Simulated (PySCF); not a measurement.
System: NaLi (charge −1, doublet).

```xyz
2

Na    0.0000    0.0000   -0.7819
Li    0.0000    0.0000    2.5621
```

⟨S²⟩ = 0.84, above the pure value of 0.75.

These are results of PySCF, PBE0/aug-pcseg-1, non-relativistic, at a bond length of 3.344 Å, not measurements.

### What will maps of the electron density, electron localisation function and spin density show?

Na–Li (3.34 Å): the density is about 0.04 e/Å³ at the midpoint; the ELF peaks at about 1 between the atoms.
The unpaired spin (1 electron) lies mostly on Li2 (about 0.5) and Na1 (about 0.5), in electrons by Hirshfeld's partition.

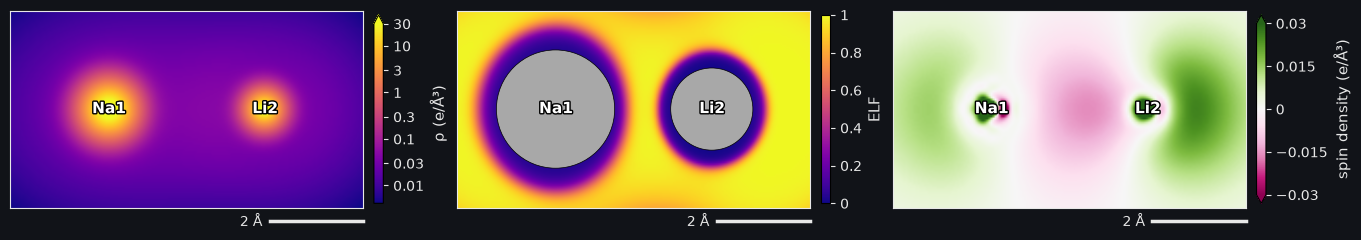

Computed electron density, electron localisation function and spin density on a plane that holds the molecular axis, in this order. Grey discs cover the atomic cores in the ELF map. 
